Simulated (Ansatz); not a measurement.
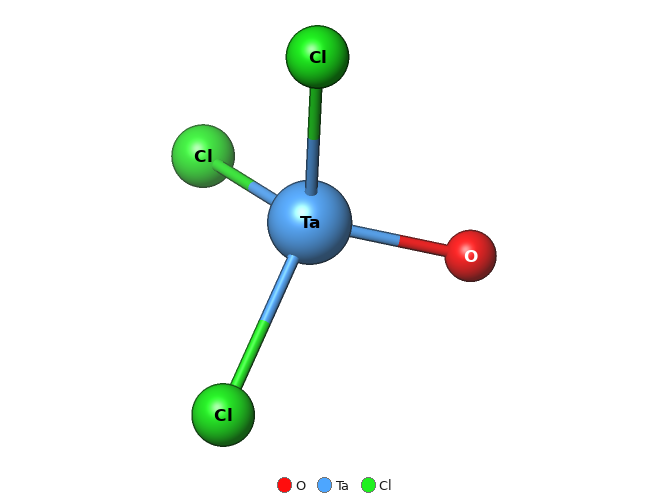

The species is neutral and a spin singlet. The computed structure is the end point of a PBE-D4/def2-SVP optimisation. No frequency run is at hand to confirm it as a minimum.

Question. Describe the coordination sphere.

Answer. Ta binds 4 atoms: 1 O at 1.72 Å, 3 Cl at 2.30 Å. The arrangement is tetrahedral.

Question. What are the formal oxidation state of the metal and its number of d electrons?

Answer. Ta(V), d⁰, counting the ligands as closed-shell ions or neutral donors.
